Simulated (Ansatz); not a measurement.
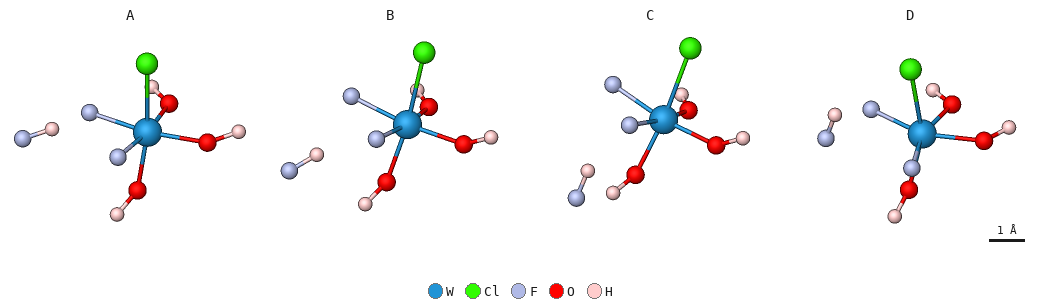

4 geometries from one relaxation of WH$_{4}$O$_{3}$ClF$_{3}$, in shuffled order. Style: ball-and-stick. Shown at a tilt.

The run prepares an end point of a later path (reaction) calculation, from a guessed geometry.

The calculation used RHF/def2-SVP in Ansatz 0.2.0. (no spin polarisation; force threshold 0.03 eV/Å; at most 50 steps)

Put them in the order of the run, from the start to the converged end.

Answer. D, A, B, C. They are steps 0, 13, 23, 36, at +15.0 kcal/mol, +8.17 kcal/mol, +4.18 kcal/mol relative to the last. An F atom moves most after the best rigid fit: 1.75 Å. By element the largest moves are F 1.75 Å, H 1.65 Å, Cl 1.49 Å, O 0.62 Å, W 0.46 Å. Near-neighbour distances that change, for instance: F–W 3.059 → 3.757 Å, O–W 1.893 → 1.825 Å, F–W 1.875 → 1.913 Å, O–W 1.839 → 1.825 Å. Bond angles that change, for instance: F–W–F 118.4° → 84.8°, W–O–H 117.7° → 139.5°, W–O–H 124.9° → 142.7°. The energy falls by 15.0 kcal/mol in 31 accepted moves (36 points after the start). Largest force component: 0.3 eV/Å at the start, 0.019 eV/Å at the end. The line search rejected the trial steps at points 3, 7, 10, 19, 28 of the run.

Limits of the set-up: the start holds two separate molecules, 2.6 Å apart at their closest, whose relative position is a soft coordinate and is computed without a dispersion correction; Hartree-Fock leaves out electron correlation.
